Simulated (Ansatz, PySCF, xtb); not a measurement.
Potential energy curve for HF (cation, charge +1), doublet.

Levels: UKS-B3LYP/6-31G* = unrestricted B3LYP/6-31G*, spherical d run with PySCF; GFN1-xTB (xtb); ROCCSDTQ = CCSDTQ on ROHF/cc-pVDZ, frozen core (Ansatz, a first-principles code).

Energies are in mEh, each relative to the lowest point of its own curve near equilibrium.

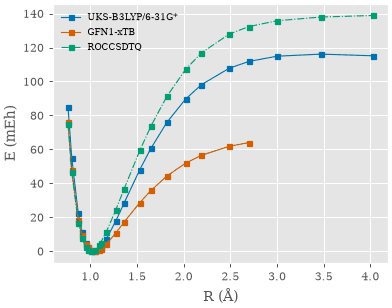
Energy against bond length for each method.

```
R / Å  UKS-B3LYP/6-31G*  GFN1-xTB  ROCCSDTQ
-----  ----------------  --------  --------
0.76               84.9      76.2      75.0
0.80               55.1      47.9      46.8
0.87               22.3      18.6      16.8
0.91               11.5       9.6       7.6
0.95                4.7       4.1       2.4
0.97                2.6       2.4       1.0
1.01                0.3       0.4       0.0
1.05                0.0       0.0       1.0
1.09                1.3       0.6       3.5
1.11                2.4       1.3       5.1
1.17                7.1       4.1      11.3
1.27               17.6      10.6      24.1
1.36               28.2      17.1      36.5
1.53               48.1      28.7      59.4
1.65               60.8      35.8      73.9
1.82               75.9      44.3      91.3
2.02               89.6      51.9     107.1
2.19               98.1      56.5     116.9
2.49              107.9      61.8     128.0
2.70              111.8      64.0     132.3
3.00              114.9         —     135.8
3.47              116.1         —     138.0
4.03              115.1         —     138.9
```

At the longest distance, 4.03 Å, ROCCSDTQ lies highest above its minimum (138.9 mEh) and UKS-B3LYP/6-31G* lowest (115.1 mEh).

A dash means that the run gave no value there, or that the column was ended at a point which the program doubted or which failed a test of continuity chosen for this set; such a test can also cut sound points.

The unrestricted determinant behind UKS-B3LYP/6-31G* is spin-contaminated at 2.19 to 4.03 Å (<S²> up to 1.0, against 0.75 for a pure doublet).
